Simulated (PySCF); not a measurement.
**C₃H₁₁NOSi₂: density, localisation and related maps**

```csv
atom,x (Å),y (Å),z (Å)
C,-1.7589,-1.1639,-0.9703
C,-1.6195,-0.2278,-0.0429
C,-2.8099,0.3091,0.6893
Si,0.0259,0.5630,0.4338
N,1.3255,-0.4197,-0.1361
Si,3.0111,-0.0230,-0.2005
O,3.3532,1.0637,0.9504
H,-0.9194,-1.5595,-1.5183
H,-2.7220,-1.5807,-1.2295
H,-2.8747,1.3876,0.5532
H,-2.7066,0.1223,1.7572
H,-3.7357,-0.1465,0.3416
H,0.0923,1.9253,-0.1132
H,0.1204,0.6395,1.9049
H,1.0643,-1.2410,-0.6533
H,3.7196,-1.2894,-0.0035
H,3.4023,0.6954,-1.4063
H,3.0232,0.9519,1.8374
```

Geometry: GFN2-xTB.

Theory: B3LYP/def2-SVPD, SCF density, gas phase (PySCF 2.14.0).

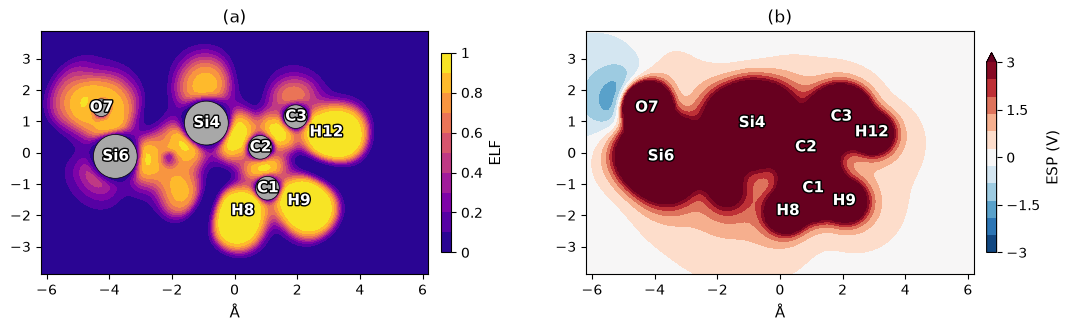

Figure 1. (a) electron localisation function; (b) molecular electrostatic potential on the plane of atoms C2, C3 and H12. Grey discs cover the atomic cores in the ELF map.

Q: Interpret the plot.

A: The section cuts through C, Si, O and H sites.
C–C (1.33 Å): the ELF peaks at about 0.90 between the atoms: a short, multiple covalent bond.
Si–O (1.62 Å): the ELF peaks at about 0.90 between the atoms: a short, strongly polar bond.
C–Si (1.89 Å): the ELF peaks at about 1 between the atoms, as expected for a covalent bond.
C–C (1.50 Å): the ELF peaks at about 0.95 between the atoms; localised, covalent bonding.
The ELF also peaks beside O7, away from the bonds: lone-pair regions.
Outside the dense part of the molecule the potential is most negative (−1.6 V) near O7.

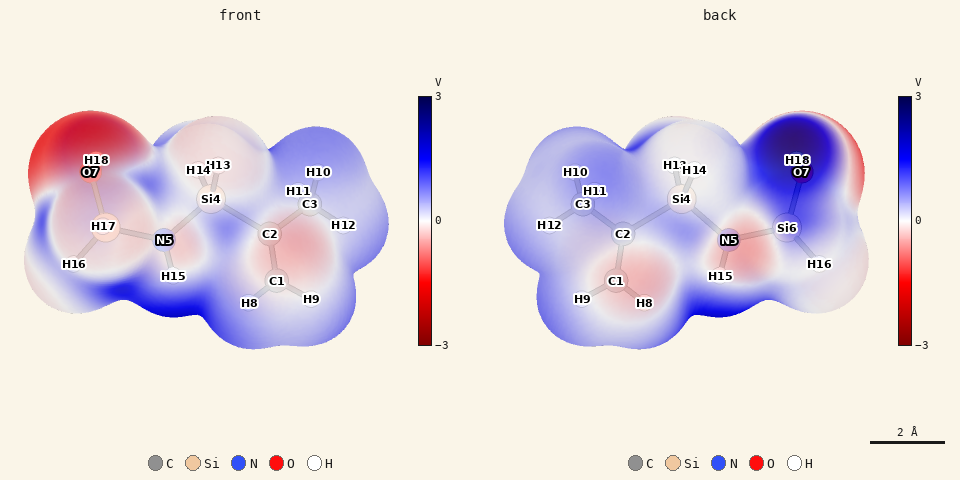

Figure 2. The molecular electrostatic potential painted on the density surface at 0.002 e/bohr³, seen from the front and from behind; red is negative and blue positive.

Q: Describe the electrostatic potential map.

A: The most negative region (about −1.4 V) lies over O7, the most positive (about +2.4 V) over H18. O7 is the likeliest acceptor of a hydrogen bond.

Q: What dipole moment does the calculation give?

A: Its dipole moment is 1.98 D.
